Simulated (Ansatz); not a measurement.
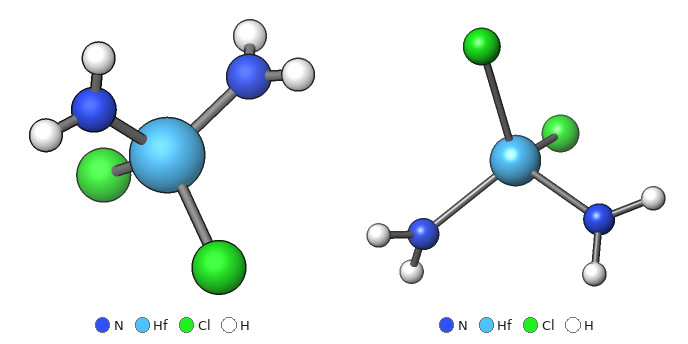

Both panels show the same species.

Charge 0, singlet. The computed structure is the end point of a PBE0-D4/def2-TZVP optimisation.

> What is the molecular formula?

Cl₂H₄HfN₂, 9 atoms: 2 chlorine, 4 hydrogen, 1 hafnium and 2 nitrogen.

> Give a SMILES string for it.

[NH2][Hf]([NH2])([Cl])[Cl]

> Give the symmetry (Schoenflies symbol).

Cs.

The parts below concern this one geometry. Atoms keep their numbers from picture to picture.

## Geometry

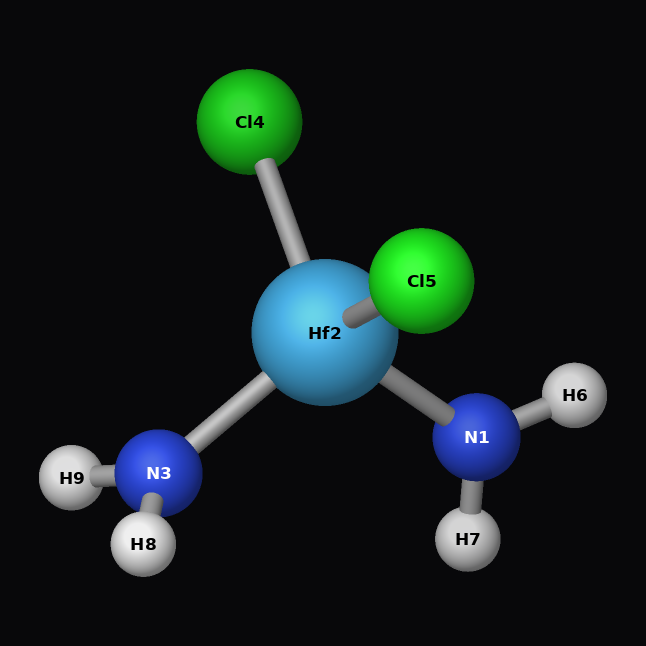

The atoms are numbered.

Estimate the angles Hf2–N1–H6, Hf2–N1–H7, N1–Hf2–N3, N1–Hf2–Cl4, N3–Hf2–Cl4, Cl4–Hf2–Cl5, Hf2–N3–H8.

| angle | degrees |
| --- | --- |
| Hf2–N1–H6 | 124.9 |
| Hf2–N1–H7 | 126.0 |
| N1–Hf2–N3 | 105.1 |
| N1–Hf2–Cl4 | 109.1 |
| N3–Hf2–Cl4 | 110.0 |
| Cl4–Hf2–Cl5 | 113.1 |
| Hf2–N3–H8 | 125.4 |

## Levels of theory compared

Program: Ansatz 0.2.0.

At this fixed geometry, give HOMO–LUMO gap (eV), HOMO energy (eV) at these levels: B97M-V/def2-TZVPP; BHLYP-D4/def2-TZVPP; BLYP-D4/def2-TZVPP; CAM-B3LYP-D4/def2-TZVPP; HSE06 (plane-wave form)-D4/def2-TZVPP; PBE0-D4/def2-QZVPP; SPW92 (LDA)/def2-TZVPP; r2SCANh-D4/def2-TZVPP; revPBE-D4/def2-TZVPP; ωB97M-V/def2-TZVPP.

```
                                level  HOMO–LUMO gap (eV)  HOMO energy (eV)
                    B97M-V/def2-TZVPP                5.22             −6.72
                  BHLYP-D4/def2-TZVPP                9.20             −9.04
                   BLYP-D4/def2-TZVPP                4.62             −6.23
              CAM-B3LYP-D4/def2-TZVPP                9.43             −9.17
HSE06 (plane-wave form)-D4/def2-TZVPP                6.13             −7.36
                   PBE0-D4/def2-QZVPP                6.89             −7.81
               SPW92 (LDA)/def2-TZVPP                4.57             −6.57
                r2SCANh-D4/def2-TZVPP                6.00             −7.20
                 revPBE-D4/def2-TZVPP                4.68             −6.30
                   ωB97M-V/def2-TZVPP               11.08            −10.09
```

## Charges

The questions are on Mulliken charges. Properties computed with RKS PBE-D4/def2-TZVPP, core potentials on Hf (Ansatz 0.2.0).

List the Mulliken charges.

```
atom  value (e)
  N1      −0.40
 Hf2       0.72
  N3      −0.40
 Cl4      −0.27
 Cl5      −0.27
  H6       0.15
  H7       0.16
  H8       0.16
  H9       0.16
```

## Vibrations

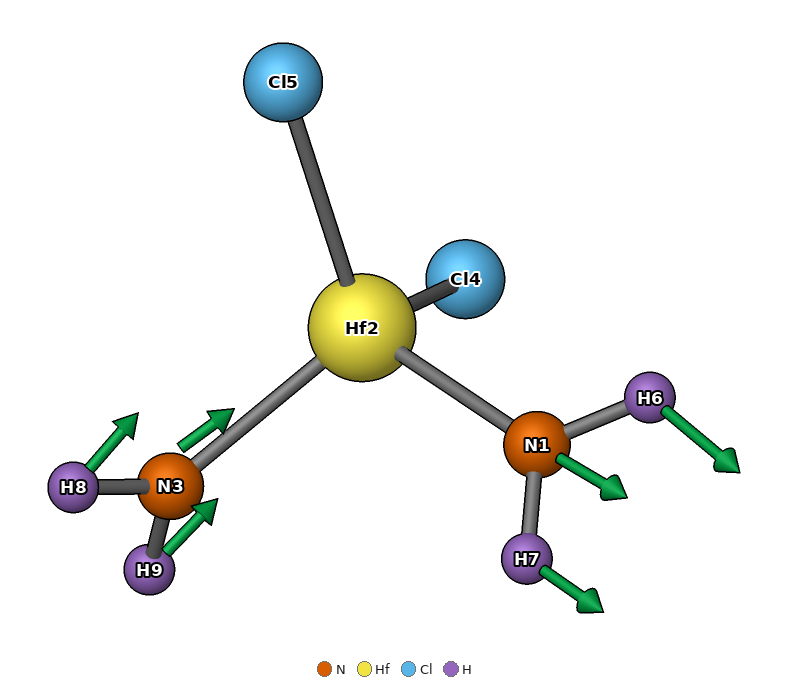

The arrows show one normal mode. Harmonic vibrations computed with RKS PBE0-D4/def2-TZVP, core potentials on Hf (Ansatz 0.2.0) at a stationary point of the same level.

> What kind of motion is it?

Mostly out-of-phase stretching of 2 Hf–N bonds.

> Estimate its harmonic wavenumber.

637 cm⁻¹; it is mode 14 of 21 counted from the lowest.

## Thermal motion

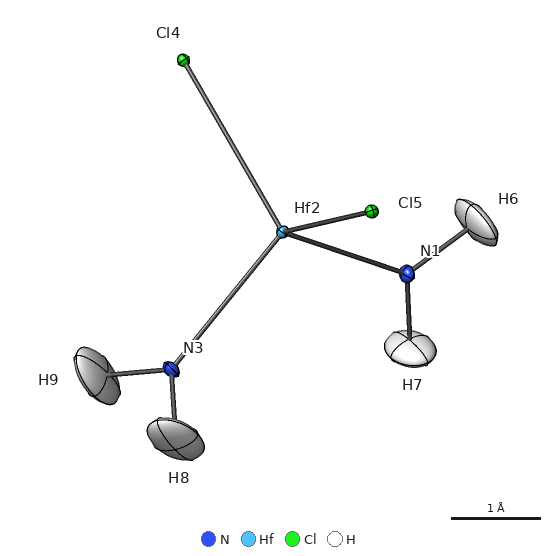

Displacement ellipsoids at the 50 % level, from the internal vibrations of the free molecule (harmonic, no overall translation or rotation; no half-axis is drawn under 0.075 Å). Vibrations computed with RKS PBE0-D4/def2-TZVP, core potentials on Hf (Ansatz 0.2.0). Temperature: 0 K (zero-point motion alone).

Give the displacement parameters, one line for each set of equivalent atoms.

| atom | U_eq (Å²) | rms amplitudes (Å) |
| --- | --- | --- |
| N1 | 0.0039 | 0.042, 0.063, 0.077 |
| Hf2 | 0.00018 | 0.012, 0.014, 0.015 |
| N3 | 0.0042 | 0.042, 0.068, 0.079 |
| Cl4, Cl5 | 0.0017 | 0.035, 0.037, 0.049 |
| H6 | 0.0347 | 0.084, 0.170, 0.261 |
| H7 | 0.0303 | 0.087, 0.169, 0.234 |
| H8, H9 | 0.0400 | 0.090, 0.182, 0.280 |

Mulliken values depend strongly on the basis set and can even reverse the polarity of a bond.
